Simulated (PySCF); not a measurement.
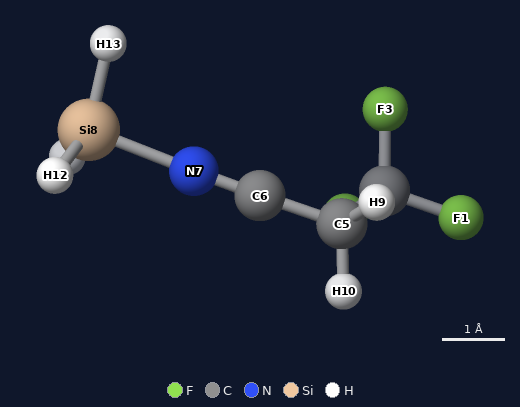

Figure 1. The structure as given in the input (ball-and-stick view, seen at a tilt; atoms are numbered from 1 in the order of the input). Bond lengths as drawn: C–C 1.41 to 1.56 Å, C–F 1.32 to 1.33 Å, C–H 1.10 Å, C–N 1.15 Å, H–Si 1.46 Å and N–Si 1.84 Å.

NMR shielding calculation, with input and output: C3H5F3NSi (charge +1)

The run: NMR shielding calculation of C3H5F3NSi, charge +1, SMILES FC(F)(F)CC#[N+][SiH3]. Method and program: GIAO WP04/pcSseg-1 NMR shielding, non-relativistic, IEF-PCM acetonitrile (PySCF 2.14.0).

The geometry comes from this level: GFN2-xTB. Figures and captions count atoms from 1; the log counts them from 0 in places.

**The input**
```
{"job": {"kind": "nmr", "xc": "WP04", "basis": "pcSseg-1", "pop": false, "solvent": "acetonitrile"}, "charge": 1, "multiplicity": 1}
F     -3.396950     0.015094     0.448245
C     -2.123187     0.351037     0.375898
F     -1.995205     1.367377    -0.470885
F     -1.720250     0.762587     1.573844
C     -1.275375    -0.867002    -0.098243
C      0.089529    -0.511770    -0.171945
N      1.186071    -0.175795    -0.214266
Si     2.921934     0.433290    -0.257796
H     -1.645312    -1.183050    -1.083093
H     -1.420861    -1.687323     0.617688
H      2.988188     0.977577     1.090319
H      3.579743    -0.841121    -0.508818
H      2.794123     1.361044    -1.371859
```

The first line tells a small driver script what to run in PySCF; the rest is the geometry in Å.

Machine: 1 CPU thread, shared host.

Launched with:
```bash
OMP_NUM_THREADS=1 python <driver script> task.json out
```

**What the program printed**
```
coarse grid: 12304 points
cycle   1  E = -772.7553865012  dE =  1.399e+00  |g| = 1.330e+00  |ddm| = 3.313e+00
cycle   2  E = -772.1462916823  dE =  6.091e-01  |g| = 2.346e+00  |ddm| = 1.647e+00
cycle   3  E = -772.9847841542  dE = -8.385e-01  |g| = 4.073e-01  |ddm| = 1.181e+00
cycle   4  E = -773.0160460240  dE = -3.126e-02  |g| = 1.564e-01  |ddm| = 2.769e-01
cycle   5  E = -773.0207314910  dE = -4.685e-03  |g| = 2.979e-02  |ddm| = 7.928e-02
cycle   6  E = -773.0209239844  dE = -1.925e-04  |g| = 5.007e-03  |ddm| = 2.142e-02
cycle   7  E = -773.0209286679  dE = -4.683e-06  |g| = 1.560e-03  |ddm| = 3.652e-03
final grid: 118216 points
cycle   8  E = -773.1061118547  dE = -5.140e-05  |g| = 7.978e-03  |ddm| = 2.736e-02
cycle   9  E = -773.1061015920  dE =  1.026e-05  |g| = 1.137e-02  |ddm| = 1.079e-02
cycle  10  E = -773.1061229895  dE = -2.140e-05  |g| = 1.598e-03  |ddm| = 6.135e-03
cycle  11  E = -773.1061234192  dE = -4.296e-07  |g| = 6.509e-04  |ddm| = 1.071e-03
cycle  12  E = -773.1061234996  dE = -8.048e-08  |g| = 1.666e-04  |ddm| = 3.699e-04
cycle  13  E = -773.1061235051  dE = -5.481e-09  |g| = 3.600e-05  |ddm| = 1.060e-04
cycle  14  E = -773.1061235054  dE = -2.697e-10  |g| = 4.552e-06  |ddm| = 3.044e-05
```

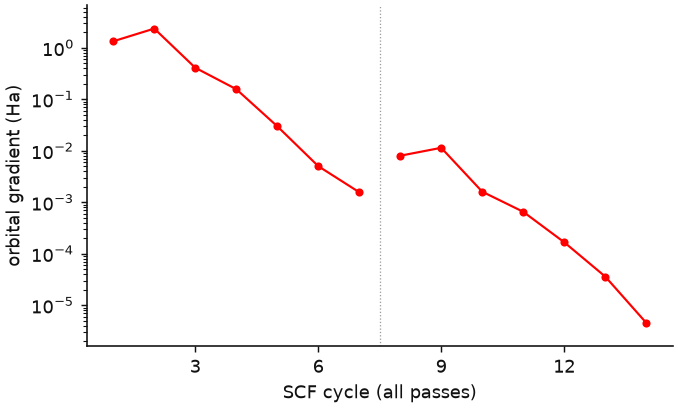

Figure 2. Convergence of the self-consistent field: orbital gradient against the SCF cycle. The dotted line marks the change from a coarse to the final integration grid. The first 7 cycles use a coarse grid, the final grid takes over at cycle 8, and the field converges after 14 cycles in all.

```
converged SCF energy = -773.1061235054

GIAO shielding tensors (ppm)
atom      isotropic    diamagn.    paramagn.     s11        s22        s33       span
  0 F      247.207     469.108    -221.901    173.317    234.401    333.904    160.588
  1 C       40.126     245.078    -204.952     35.711     41.761     42.905      7.193
  2 F      245.947     478.814    -232.867    166.069    234.171    337.600    171.531
  3 F      245.899     478.903    -233.004    165.976    234.052    337.669    171.693
  4 C      145.213     251.755    -106.542    128.458    139.792    167.388     38.929
  5 C       45.617     272.181    -226.564    -65.914    -62.109    264.875    330.789
  6 N       64.475     339.835    -275.360    -68.041    -54.999    316.465    384.505
  7 Si     377.198     881.284    -504.085    369.561    372.390    389.645     20.084
  8 H       27.314      26.148       1.166     23.215     26.171     32.557      9.342
  9 H       27.309      26.196       1.113     23.209     26.176     32.543      9.334
 10 H       27.271      29.754      -2.483     23.708     26.500     31.604      7.896
 11 H       27.346      28.499      -1.153     23.839     26.096     32.102      8.263
 12 H       27.284      29.543      -2.258     23.744     26.402     31.706      7.962
```

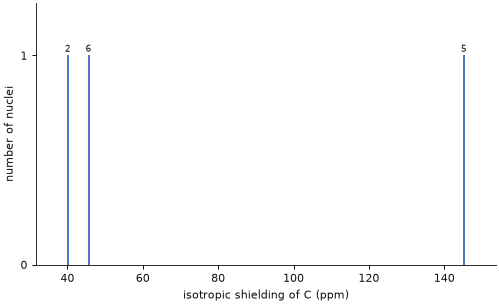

Figure 3. Isotropic shieldings of the carbon nuclei in this fixed geometry, labelled by atom number; shielding grows to the right, so chemical shift grows to the left. The least shielded is C2 (40.1 ppm), the most shielded C5 (145.2 ppm).

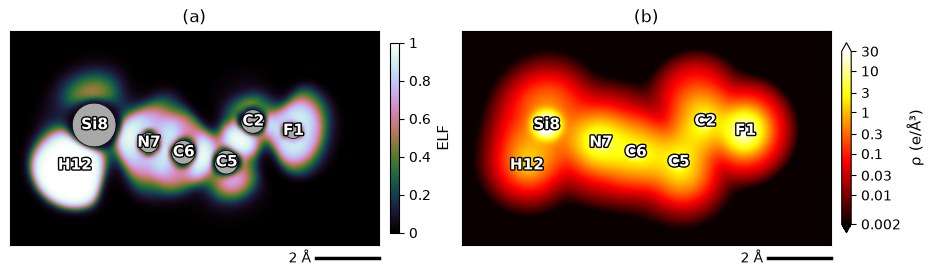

Figure 4. (a) ELF; (b) electron density on the plane of atoms C2, C5 and C6. Grey discs, where drawn, cover atomic cores. The plane passes through F, C, N, Si and H nuclei. C–N (1.15 Å): ρ is about 3.5 e/Å³ halfway; the ELF peaks at about 0.85 between the atoms (a double or triple bond). C–C (1.56 Å): ρ at the midpoint is about 1.7 e/Å³; the ELF peaks at about 1 between the atoms, as expected for localised, shared-pair bonding.

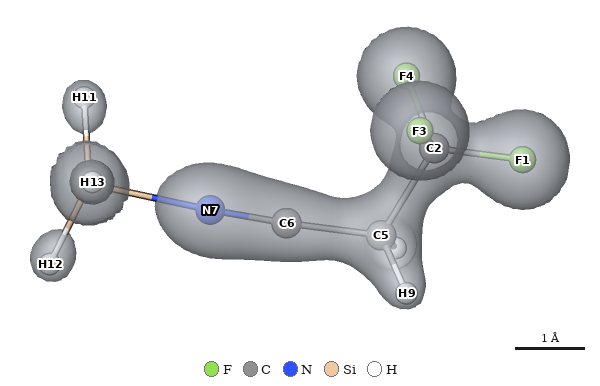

Figure 5. Isosurface of the electron density at 1 e/Å³ (grey), seen at a tilt. At this value the surface falls into five separate pieces. It is pinched off along the Si–N (1.84 Å) contacts. On the grid the lowest density along these lines, outside the cores, is 3.3 e/Å³ (C–N, 1.15 Å), 2 e/Å³ (C–F, 1.32 Å), 1.9 e/Å³ (C–C, 1.41 Å) and 0.58 e/Å³ (Si–N, 1.84 Å).

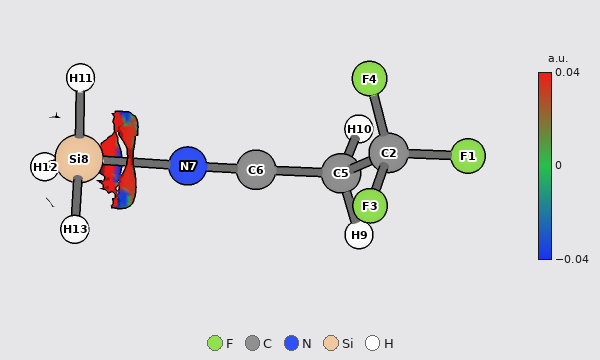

Figure 6. Non-covalent interaction (NCI) plot: the surface where the reduced density gradient is 0.5, for densities under 0.05 a.u., coloured by sign(λ₂)ρ; seen from the side.

**Summary**

- outcome: converged
- total energy: −773.106124 hartree
- HOMO: −12.09 eV
- LUMO: −4.41 eV
- isotropic shielding, F: 245.9 to 247.2 ppm
- isotropic shielding, C: 40.1 to 145.2 ppm
- isotropic shielding, N: 64.5 ppm
- isotropic shielding, Si: 377.2 ppm
- isotropic shielding, H: 27.3 to 27.3 ppm
- wall time: 39 s
- peak memory: 0.86 GiB
